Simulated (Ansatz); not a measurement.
**Molecular dynamics of WH2Cl2F4 (part 3 of 3)**

Continued. System: WH2Cl2F4. Method: RKS PBE-D4/def2-SVP (Ansatz 0.2.0). It belongs to a series of runs on one base structure; here: dynamics from the highest image of the converged band.

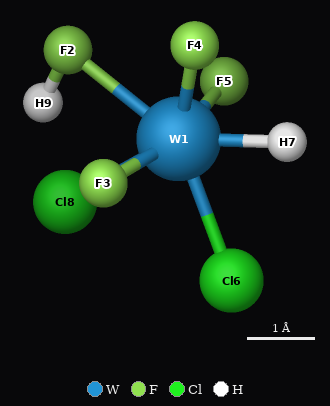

The geometry at step 105 of the log (ball-and-stick view, seen at a tilt; atoms are numbered from 1 in the order of the input).

Trajectory as extended XYZ (Å, eV, eV/Å), 22 of the 201 frames kept, from step=0 to step=200:
```
9
Properties=species:S:1:pos:R:3:forces:R:3 step=0 time_fs=0.0 energy=-37741.47929 temperature=100.0
W     0.1638   -0.1988   -0.0052   -0.0070   0.0120   0.0043
F     0.6780    0.5028    1.8978   -0.0017   0.0120   0.0012
F     1.9627   -0.0356   -0.4841   -0.0006  -0.0092   0.0063
F     0.0929    1.6572   -0.2343   -0.0107  -0.0040  -0.0059
F    -1.4084   -0.5798    0.9236    0.0113  -0.0005  -0.0015
Cl    0.0944   -2.0009   -1.4357    0.0048  -0.0090  -0.0006
H    -0.9751    0.0944   -1.2064   -0.0019   0.0158  -0.0028
Cl    1.0458   -2.0711    1.7044    0.0026  -0.0033   0.0052
H     0.9792   -0.6689    2.2076    0.0034  -0.0139  -0.0063
9
Properties=species:S:1:pos:R:3:forces:R:3 step=10 time_fs=5.0 energy=-37741.45229 temperature=70.2
W     0.1615   -0.1993   -0.0045    0.2369  -0.3435  -0.3959
F     0.6890    0.4860    1.9000    0.1674   0.4452   0.3169
F     1.9588   -0.0322   -0.4905    0.0270   0.0503   0.0371
F     0.0865    1.6588   -0.2425    0.0814   0.0222   0.1691
F    -1.4073   -0.5616    0.9191   -0.2127  -0.0209   0.1895
Cl    0.1052   -1.9998   -1.4333   -0.0782   0.0899  -0.0086
H    -0.9795    0.1356   -1.1753   -0.1155  -0.1724  -0.2230
Cl    1.0448   -2.0768    1.7075    0.0008   0.2068  -0.1170
H     1.0308   -0.5825    2.1885   -0.1071  -0.2777   0.0321
9
Properties=species:S:1:pos:R:3:forces:R:3 step=19 time_fs=9.5 energy=-37741.43350 temperature=49.5
W     0.1596   -0.2001   -0.0044    0.0965  -0.2986  -0.8240
F     0.7005    0.4754    1.9052    0.1824   0.6914   0.3319
F     1.9556   -0.0287   -0.4959    0.0366   0.0767   0.0675
F     0.0815    1.6603   -0.2481    0.1096  -0.0509   0.2417
F    -1.4085   -0.5454    0.9169   -0.3191  -0.0533   0.3051
Cl    0.1146   -1.9983   -1.4313   -0.1060   0.0716  -0.0201
H    -1.0004    0.1397   -1.1846    0.1285  -0.2593  -0.0082
Cl    1.0439   -2.0809    1.7096   -0.0070   0.2017  -0.2104
H     1.0575   -0.5581    2.1780   -0.1215  -0.3794   0.1165
9
Properties=species:S:1:pos:R:3:forces:R:3 step=29 time_fs=14.5 energy=-37741.45494 temperature=73.1
W     0.1576   -0.2013   -0.0052    0.2494  -0.0064  -0.5123
F     0.7154    0.4714    1.9146    0.1072   0.4338   0.1104
F     1.9525   -0.0238   -0.5011    0.0268   0.0677   0.0815
F     0.0772    1.6613   -0.2516    0.0490  -0.2181   0.1855
F    -1.4135   -0.5280    0.9181   -0.2905  -0.0993   0.3052
Cl    0.1243   -1.9963   -1.4291   -0.0977  -0.0655  -0.0560
H    -0.9987    0.0914   -1.1995    0.1222  -0.0627   0.0326
Cl    1.0428   -2.0841    1.7107   -0.0160   0.0842  -0.1872
H     1.0586   -0.6095    2.1891   -0.1502  -0.1336   0.0403
9
Properties=species:S:1:pos:R:3:forces:R:3 step=38 time_fs=19.0 energy=-37741.45283 temperature=70.8
W     0.1562   -0.2024   -0.0065    0.5628   0.2436   0.1941
F     0.7299    0.4727    1.9243   -0.0800   0.1528  -0.1975
F     1.9500   -0.0188   -0.5049    0.0083   0.0443   0.0818
F     0.0738    1.6598   -0.2528   -0.0294  -0.3171   0.0871
F    -1.4211   -0.5135    0.9224   -0.1440  -0.1242   0.1974
Cl    0.1325   -1.9949   -1.4275   -0.0754  -0.2249  -0.0967
H    -0.9756    0.0349   -1.2094   -0.1203   0.2081  -0.1188
Cl    1.0418   -2.0866    1.7105   -0.0493  -0.1722  -0.1641
H     1.0309   -0.6838    2.2092   -0.0727   0.1894   0.0167
9
Properties=species:S:1:pos:R:3:forces:R:3 step=48 time_fs=24.0 energy=-37741.43319 temperature=49.1
W     0.1552   -0.2033   -0.0077    0.3553   0.3246   0.3788
F     0.7451    0.4759    1.9328   -0.2477  -0.0382  -0.3670
F     1.9472   -0.0126   -0.5081   -0.0129   0.0308   0.0963
F     0.0698    1.6546   -0.2529   -0.0529  -0.2458   0.0534
F    -1.4311   -0.4987    0.9295    0.1086  -0.1061   0.0304
Cl    0.1412   -1.9947   -1.4263   -0.0643  -0.3173  -0.1118
H    -0.9699    0.0159   -1.2391   -0.0135   0.2521   0.0932
Cl    1.0403   -2.0905    1.7093   -0.1183  -0.2739  -0.1530
H     0.9850   -0.7238    2.2353    0.0456   0.3739  -0.0203
9
Properties=species:S:1:pos:R:3:forces:R:3 step=57 time_fs=28.5 energy=-37741.43787 temperature=54.3
W     0.1547   -0.2038   -0.0084    0.0645   0.0132   0.2355
F     0.7562    0.4785    1.9367   -0.2597  -0.1192  -0.2015
F     1.9447   -0.0066   -0.5100   -0.0126   0.0431   0.1139
F     0.0657    1.6473   -0.2525   -0.0126  -0.0069   0.1116
F    -1.4390   -0.4866    0.9363    0.3208  -0.0487  -0.0947
Cl    0.1485   -1.9964   -1.4259   -0.0997  -0.2542  -0.0994
H    -0.9692    0.0470   -1.2503    0.0908   0.0707   0.2178
Cl    1.0382   -2.0954    1.7073   -0.2112   0.0303  -0.1085
H     0.9518   -0.6888    2.2528    0.1198   0.2716  -0.1748
9
Properties=species:S:1:pos:R:3:forces:R:3 step=67 time_fs=33.5 energy=-37741.44896 temperature=66.5
W     0.1543   -0.2044   -0.0089    0.0714  -0.6907   0.1704
F     0.7655    0.4804    1.9389   -0.1785   0.1884   0.1029
F     1.9417    0.0005   -0.5107    0.0264   0.0779   0.1203
F     0.0610    1.6394   -0.2505    0.0486   0.3323   0.2137
F    -1.4440   -0.4737    0.9427    0.4418   0.0330  -0.1551
Cl    0.1560   -1.9997   -1.4261   -0.1669  -0.0893  -0.0825
H    -0.9555    0.0956   -1.2232   -0.1309  -0.1532  -0.0825
Cl    1.0346   -2.1005    1.7043   -0.2961   0.2860  -0.2325
H     0.9422   -0.5905    2.2372    0.1842   0.0155  -0.0548
9
Properties=species:S:1:pos:R:3:forces:R:3 step=76 time_fs=38.0 energy=-37741.43268 temperature=48.6
W     0.1540   -0.2056   -0.0091   -0.0452  -1.1253  -0.0600
F     0.7718    0.4845    1.9416   -0.1519   0.9438   0.1306
F     1.9393    0.0077   -0.5100    0.0814   0.1017   0.1141
F     0.0572    1.6356   -0.2465    0.0631   0.4772   0.2582
F    -1.4438   -0.4617    0.9469    0.4351   0.0720  -0.1245
Cl    0.1618   -2.0034   -1.4267   -0.1903   0.0110  -0.0667
H    -0.9644    0.1109   -1.2092   -0.1289  -0.2605  -0.1444
Cl    1.0296   -2.1037    1.7003   -0.3123   0.3680  -0.3978
H     0.9715   -0.5057    2.2156    0.2490  -0.5880   0.2906
9
Properties=species:S:1:pos:R:3:forces:R:3 step=86 time_fs=43.0 energy=-37741.46889 temperature=88.5
W     0.1535   -0.2084   -0.0095   -0.1855  -0.8417  -0.0473
F     0.7774    0.4984    1.9464    0.1008   0.1047   0.2062
F     1.9377    0.0170   -0.5079    0.1156   0.0757   0.0876
F     0.0537    1.6368   -0.2390   -0.0018   0.2945   0.1655
F    -1.4384   -0.4477    0.9501    0.3242   0.0101  -0.0343
Cl    0.1671   -2.0074   -1.4278   -0.1548  -0.0176  -0.0575
H    -0.9960    0.0726   -1.2185    0.1462  -0.1528   0.1007
Cl    1.0221   -2.1047    1.6934   -0.2176   0.5401  -0.2952
H     1.0498   -0.5152    2.2393   -0.1271  -0.0131  -0.1258
9
Properties=species:S:1:pos:R:3:forces:R:3 step=95 time_fs=47.5 energy=-37741.46081 temperature=79.7
W     0.1530   -0.2118   -0.0098    0.1415  -0.4851   0.2456
F     0.7832    0.5129    1.9527    0.2651  -0.5070   0.1485
F     1.9374    0.0261   -0.5051    0.1085   0.0411   0.0600
F     0.0505    1.6410   -0.2306   -0.0966  -0.0022   0.0390
F    -1.4301   -0.4350    0.9527    0.1317  -0.0578   0.0874
Cl    0.1710   -2.0111   -1.4292   -0.1012  -0.0892  -0.0652
H    -1.0020    0.0086   -1.2135    0.0829   0.1131   0.0246
Cl    1.0141   -2.1025    1.6854   -0.1340   0.6317  -0.2028
H     1.0999   -0.5392    2.2434   -0.3978   0.3553  -0.3370
9
Properties=species:S:1:pos:R:3:forces:R:3 step=105 time_fs=52.5 energy=-37741.48601 temperature=107.4
W     0.1526   -0.2162   -0.0099    0.5330  -0.4177   0.1117
F     0.7927    0.5237    1.9615    0.1470  -0.1346   0.0190
F     1.9383    0.0367   -0.5012    0.0573   0.0280   0.0598
F     0.0458    1.6456   -0.2206   -0.1583  -0.2519  -0.0102
F    -1.4195   -0.4214    0.9566   -0.1084  -0.0620   0.2354
Cl    0.1746   -2.0158   -1.4311   -0.0556  -0.1066  -0.0734
H    -0.9939   -0.0372   -1.2060   -0.0867   0.2794  -0.1418
Cl    1.0042   -2.0961    1.6750   -0.1971   0.5232  -0.3749
H     1.0752   -0.4931    2.1865   -0.1313   0.1422   0.1744
9
Properties=species:S:1:pos:R:3:forces:R:3 step=114 time_fs=57.0 energy=-37741.48443 temperature=105.8
W     0.1528   -0.2206   -0.0099    0.5108  -0.3513  -0.4095
F     0.8027    0.5326    1.9695   -0.1189   0.8397  -0.1235
F     1.9398    0.0466   -0.4970   -0.0205   0.0170   0.0838
F     0.0399    1.6473   -0.2117   -0.1444  -0.3511   0.0241
F    -1.4109   -0.4099    0.9626   -0.2526  -0.0374   0.3087
Cl    0.1775   -2.0206   -1.4333   -0.0500  -0.0592  -0.0654
H    -0.9974   -0.0261   -1.2211    0.0763   0.1822   0.0418
Cl    0.9942   -2.0873    1.6636   -0.2734   0.4116  -0.4906
H     1.0275   -0.4358    2.1677    0.2727  -0.6516   0.6305
9
Properties=species:S:1:pos:R:3:forces:R:3 step=124 time_fs=62.0 energy=-37741.53368 temperature=160.1
W     0.1537   -0.2260   -0.0103    0.6644   0.0928  -0.1841
F     0.8130    0.5492    1.9775    0.0695  -0.4871   0.1420
F     1.9411    0.0578   -0.4913   -0.1078  -0.0323   0.0862
F     0.0317    1.6449   -0.2015   -0.0883  -0.3513   0.0491
F    -1.4043   -0.3976    0.9729   -0.2752  -0.0598   0.2488
Cl    0.1804   -2.0263   -1.4361   -0.0889   0.0114  -0.0536
H    -0.9859    0.0244   -1.2304    0.1041  -0.0318   0.0845
Cl    0.9814   -2.0748    1.6480   -0.2252   0.4051  -0.2411
H     1.0177   -0.4655    2.2607   -0.0527   0.4530  -0.1318
9
Properties=species:S:1:pos:R:3:forces:R:3 step=133 time_fs=66.5 energy=-37741.54167 temperature=169.0
W     0.1552   -0.2307   -0.0109    0.8054   0.0512   0.1288
F     0.8227    0.5607    1.9861    0.0869  -0.5662   0.3642
F     1.9412    0.0675   -0.4853   -0.1234  -0.0437   0.0759
F     0.0233    1.6391   -0.1917   -0.0418  -0.2162   0.0986
F    -1.4013   -0.3872    0.9848   -0.1986  -0.0169   0.1232
Cl    0.1824   -2.0314   -1.4390   -0.1202   0.0849  -0.0605
H    -0.9581    0.0654   -1.2254   -0.1049  -0.1991  -0.1140
Cl    0.9686   -2.0613    1.6324   -0.2157   0.3135  -0.1616
H     1.0063   -0.4265    2.3313   -0.0877   0.5926  -0.4545
9
Properties=species:S:1:pos:R:3:forces:R:3 step=143 time_fs=71.5 energy=-37741.54206 temperature=169.7
W     0.1578   -0.2360   -0.0115    0.4629  -0.3333   0.0234
F     0.8341    0.5704    1.9988   -0.2370   1.6986  -0.2469
F     1.9400    0.0778   -0.4778   -0.0569  -0.0194   0.0517
F     0.0135    1.6301   -0.1797   -0.0389  -0.0463   0.1232
F    -1.4002   -0.3756    0.9994   -0.0424   0.0760  -0.0341
Cl    0.1840   -2.0365   -1.4425   -0.0974   0.1042  -0.0853
H    -0.9470    0.0664   -1.2404   -0.0877  -0.2679  -0.0309
Cl    0.9528   -2.0443    1.6138   -0.2451   0.1148  -0.3277
H     0.9882   -0.3110    2.3445    0.3425  -1.3267   0.5266
9
Properties=species:S:1:pos:R:3:forces:R:3 step=152 time_fs=76.0 energy=-37741.57456 temperature=205.4
W     0.1607   -0.2410   -0.0119    0.0587  -0.0773   0.3174
F     0.8428    0.5904    2.0099    0.1441  -0.6355   0.5397
F     1.9382    0.0869   -0.4704    0.0270  -0.0403  -0.0165
F     0.0041    1.6214   -0.1677   -0.0888  -0.0100  -0.0037
F    -1.3997   -0.3646    1.0123    0.1264   0.0539  -0.1914
Cl    0.1849   -2.0405   -1.4463   -0.0171  -0.0018  -0.0992
H    -0.9538    0.0163   -1.2593    0.0348  -0.1172   0.1777
Cl    0.9373   -2.0282    1.5954   -0.1356   0.0528  -0.0761
H     1.0158   -0.3559    2.4009   -0.1496   0.7753  -0.6479
9
Properties=species:S:1:pos:R:3:forces:R:3 step=162 time_fs=81.0 energy=-37741.61031 temperature=244.4
W     0.1640   -0.2468   -0.0120   -0.1869  -0.3126   0.5172
F     0.8537    0.6089    2.0273   -0.0523   0.6311  -0.0020
F     1.9366    0.0965   -0.4625    0.1552  -0.0125  -0.0956
F    -0.0073    1.6116   -0.1545   -0.1532   0.0561  -0.1253
F    -1.3977   -0.3515    1.0243    0.2197   0.0843  -0.2614
Cl    0.1858   -2.0451   -1.4510    0.0806  -0.0877  -0.1494
H    -0.9588   -0.0624   -1.2460   -0.0908   0.1359   0.0800
Cl    0.9192   -2.0101    1.5743   -0.0969  -0.1260  -0.1254
H     1.0280   -0.2948    2.3599    0.1246  -0.3684   0.1619
9
Properties=species:S:1:pos:R:3:forces:R:3 step=171 time_fs=85.5 energy=-37741.61126 temperature=245.4
W     0.1668   -0.2522   -0.0115   -0.3366  -0.2205   0.6765
F     0.8631    0.6307    2.0436    0.0219   0.2492  -0.0096
F     1.9368    0.1050   -0.4564    0.2146  -0.0053  -0.1629
F    -0.0192    1.6033   -0.1439   -0.1684   0.0882  -0.2216
F    -1.3936   -0.3390    1.0323    0.2279   0.0656  -0.2449
Cl    0.1870   -2.0496   -1.4562    0.1342  -0.0944  -0.1757
H    -0.9798   -0.1092   -1.2169   -0.1468   0.2473  -0.0362
Cl    0.9023   -1.9945    1.5547   -0.0040  -0.2621   0.0047
H     1.0580   -0.2897    2.3341    0.0572  -0.0681   0.1698
9
Properties=species:S:1:pos:R:3:forces:R:3 step=181 time_fs=90.5 energy=-37741.59542 temperature=228.3
W     0.1694   -0.2586   -0.0101   -0.6259   0.0841   0.4190
F     0.8740    0.6574    2.0615    0.2698  -0.8321   0.1692
F     1.9395    0.1143   -0.4515    0.1700  -0.0123  -0.1917
F    -0.0344    1.5952   -0.1347   -0.1116   0.1095  -0.2546
F    -1.3863   -0.3243    1.0384    0.1571   0.0261  -0.1341
Cl    0.1892   -2.0552   -1.4631    0.1270   0.0190  -0.1656
H    -1.0285   -0.1090   -1.1876    0.1130   0.1435   0.0569
Cl    0.8836   -1.9789    1.5331    0.1251  -0.4075   0.2428
H     1.0985   -0.2923    2.3397   -0.2245   0.8697  -0.1420
9
Properties=species:S:1:pos:R:3:forces:R:3 step=190 time_fs=95.0 energy=-37741.57452 temperature=205.4
W     0.1712   -0.2642   -0.0084   -0.5756   0.0472   0.0505
F     0.8858    0.6767    2.0784   -0.2773   1.5225  -0.4867
F     1.9437    0.1226   -0.4492    0.0556  -0.0030  -0.1662
F    -0.0493    1.5891   -0.1291   -0.0200   0.1588  -0.1969
F    -1.3781   -0.3107    1.0425    0.0161   0.0386   0.0178
Cl    0.1919   -2.0601   -1.4702    0.0730   0.1901  -0.1619
H    -1.0547   -0.0801   -1.1539    0.1739  -0.0505  -0.0470
Cl    0.8674   -1.9672    1.5150    0.1503  -0.5424   0.2873
H     1.1116   -0.1945    2.3423    0.4040  -1.3612   0.7031
9
Properties=species:S:1:pos:R:3:forces:R:3 step=200 time_fs=100.0 energy=-37741.55076 temperature=179.3
W     0.1724   -0.2703   -0.0064   -0.1429   0.5304   0.0687
F     0.8981    0.7063    2.0944    0.4822  -1.3114   0.4137
F     1.9490    0.1317   -0.4485   -0.1508  -0.0469  -0.1252
F    -0.0661    1.5841   -0.1254    0.0730   0.1312  -0.1803
F    -1.3689   -0.2953    1.0471   -0.1351  -0.0066   0.1112
Cl    0.1954   -2.0643   -1.4791    0.0340   0.2833  -0.1276
H    -1.0496   -0.0590   -1.1311    0.0153  -0.1765  -0.2551
Cl    0.8506   -1.9577    1.4970    0.2899  -0.7018   0.6087
H     1.1617   -0.2110    2.4310   -0.4656   1.2983  -0.5141
```

The run was set up as follows.

The input:
```yaml
crystal:
  periodic: [false, false, false]
  atoms:
    - { symbol: W, position_ang: [0.163811, -0.198838, -0.005153] }
    - { symbol: F, position_ang: [0.677999, 0.502764, 1.897782] }
    - { symbol: F, position_ang: [1.962667, -0.035608, -0.484084] }
    - { symbol: F, position_ang: [0.09289, 1.657244, -0.234289] }
    - { symbol: F, position_ang: [-1.408449, -0.57984, 0.923582] }
    - { symbol: Cl, position_ang: [0.094367, -2.000884, -1.435709] }
    - { symbol: H, position_ang: [-0.975074, 0.094449, -1.206366] }
    - { symbol: Cl, position_ang: [1.045781, -2.071116, 1.704396] }
    - { symbol: H, position_ang: [0.979207, -0.668871, 2.207642] }
basis:
  gaussian: { orbitals: def2-SVP }
hamiltonian:
  xc: pbe
  dispersion: d4
md:
  timestep: 0.5
  n_steps: 200
  ensemble: nve
  temperature: 100.0
  initial_velocities: maxwell_boltzmann
  seed: 9357
```

Launched with:
```bash
ansatz run input.yaml --threads 4 --pin off --max-ram 5120MiB --backend cpu --events-out ev --progress --plain --runs-dir out
```

Summary:

| quantity | value |
| --- | --- |
| outcome | finished |
| mean temperature over the second half | 184 K |
| trajectory | 200 steps, 100 fs |
| ensemble | nve |
| temperature in the input | 100.0 K |
| time step | 0.5 fs |
| potential energy (last step) | −37741.5508 eV |
| mean-field energy (last step) | −37741.2602 eV |
| largest force (length of the vector) (last step) | 1.472 eV/Å |
| hardware | 4 threads of Arm Neoverse V1, 24 GiB of memory available, shared host |
| wall time | 6.6 min (CPU time 25 min) |
| peak memory | 0.21 GiB |

Notes:

So short a trajectory is not equilibrated.
